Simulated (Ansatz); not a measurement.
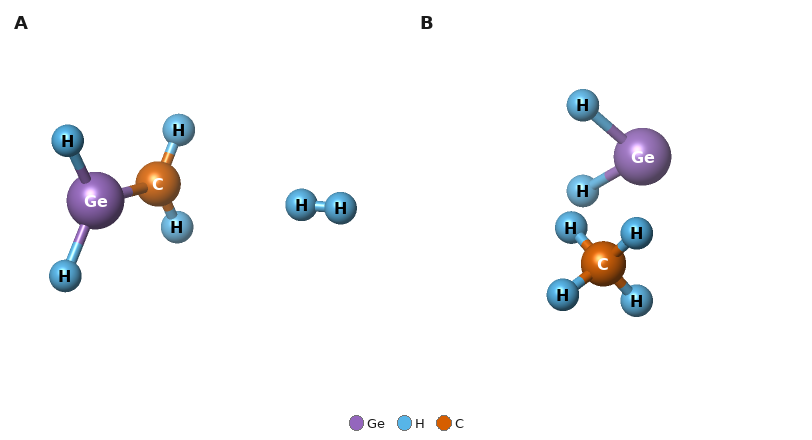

2 stationary structures of one formula. Geometries: PBE0-D4/def2-TZVP. Electronic energies: CCSD(T)/CBS (MP2 limit from def2-TZVPP and def2-QZVPP plus CCSD(T) − MP2) (Ansatz 0.2.0), without zero-point energy. No frequency run is at hand to confirm each as a minimum. Each is one conformer, not always the lowest.

Which is lowest in energy, and by how much?

Answer. B is lowest (Cs, a saddle point of order 1); A lies 89.1 kJ/mol above it (Cs).

Give E(B) − E(A) in kJ/mol at these levels too: PBE0-D4/def2-TZVP; PBE-D4/def2-TZVPP; B97M-V/def2-TZVPP; RHF-CCSD(T) (frozen core)/def2-TZVPP; r2SCAN0-D4/def2-TZVPP; CCSD(T)/CBS (MP2 limit from def2-TZVPP and def2-QZVPP plus CCSD(T) − MP2); ωB97X-V/def2-TZVPP; BHLYP-D4/def2-TZVPP.

```
                                                                    level  E(B) − E(A) (kJ/mol)
                                                        PBE0-D4/def2-TZVP                −107.0
                                                        PBE-D4/def2-TZVPP                −100.0
                                                        B97M-V/def2-TZVPP                −105.5
                                     RHF-CCSD(T) (frozen core)/def2-TZVPP                 −86.6
                                                    r2SCAN0-D4/def2-TZVPP                −105.3
CCSD(T)/CBS (MP2 limit from def2-TZVPP and def2-QZVPP plus CCSD(T) − MP2)                 −89.1
                                                       ωB97X-V/def2-TZVPP                −109.5
                                                      BHLYP-D4/def2-TZVPP                −121.5
```
